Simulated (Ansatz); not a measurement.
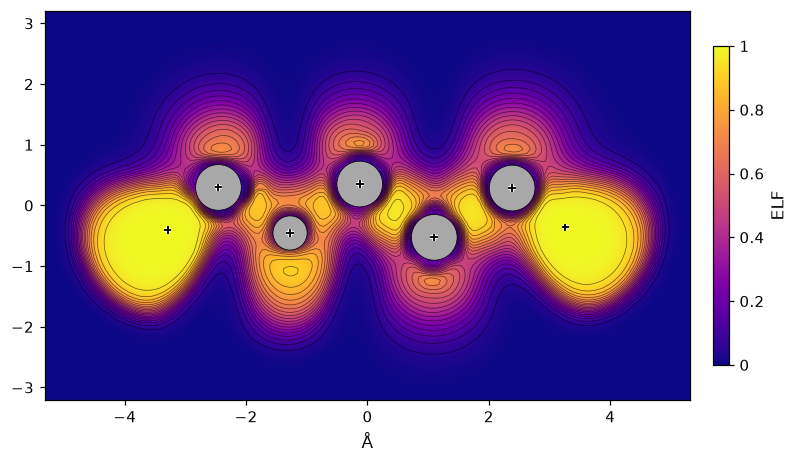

The electron localisation function on a plane through atoms (crosses mark nuclei in the plane; grey discs cover the cores).

The calculation used Ansatz, RKS PBE0-D4/def2-TZVPP.

Candidates:
A. BH₇NPSi (SMILES BP(N)[SiH3])
B. AuF₄P (SMILES [F][Au-][P+](F)(F)F)
C. C₄H₁₀O (SMILES CCCOC)

Which system is this?

Candidate C: C₄H₁₀O on the plane of atoms C1, C2 and C3, which holds C, O and H. C–O (1.40 Å): the ELF peaks at about 0.90 between the atoms (a polar covalent bond). C–C (1.51 Å): the ELF peaks at about 0.95 between the atoms, as expected for a shared electron pair.
